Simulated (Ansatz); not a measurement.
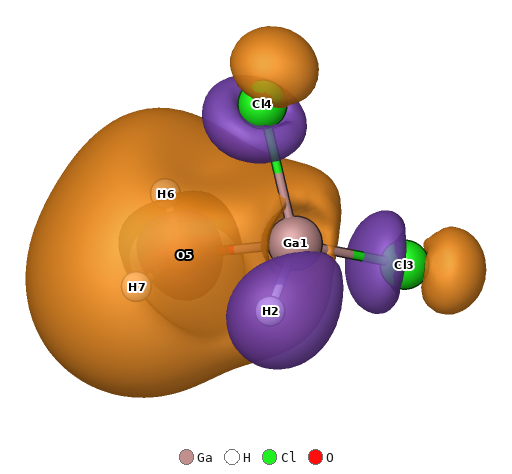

Cl$_{2}$GaH$_{3}$O. One frontier orbital at ±0.08 Å⁻³ᐟ² (orange and purple are the two phases), seen at an oblique angle.

The calculation used RKS revPBE/def2-SVP in Ansatz.

Input file:

```
crystal:
  periodic: [false, false, false]
  atoms:
    - { symbol: Ga, position_ang: [0.105124, 0.291897, -0.115685] }
    - { symbol: H, position_ang: [0.063919, 0.156865, 1.449281] }
    - { symbol: Cl, position_ang: [1.913184, 0.681203, -1.234294] }
    - { symbol: Cl, position_ang: [-1.75229, 0.252148, -1.241785] }
    - { symbol: O, position_ang: [0.144537, -2.46698, 1.000671] }
    - { symbol: H, position_ang: [-0.751285, -2.75741, 0.729918] }
    - { symbol: H, position_ang: [-0.050789, -1.705522, 1.609495] }
basis:
  gaussian: { orbitals: def2-SVP }
hamiltonian:
  xc: revpbe
relax:
  f_tol: 0.03
  max_steps: 50
output:
  orbitals: {}
```

Command:

```sh
ansatz run input.yaml --threads 2 --pin off --max-ram 3072MiB --backend cpu --events-out ev --progress --plain --runs-dir out
```

The fields are those of the run's last geometry, not of the input's.

### Which orbital is it: HOMO or LUMO?

The LUMO, at −1.17 eV. By Hirshfeld shares it lies mainly on H7 (about 25 %), Ga1 (about 25 %), O5 (about 20 %), H6 (about 10 %), Cl4 (about 10 %) and Cl3 (about 5 %).
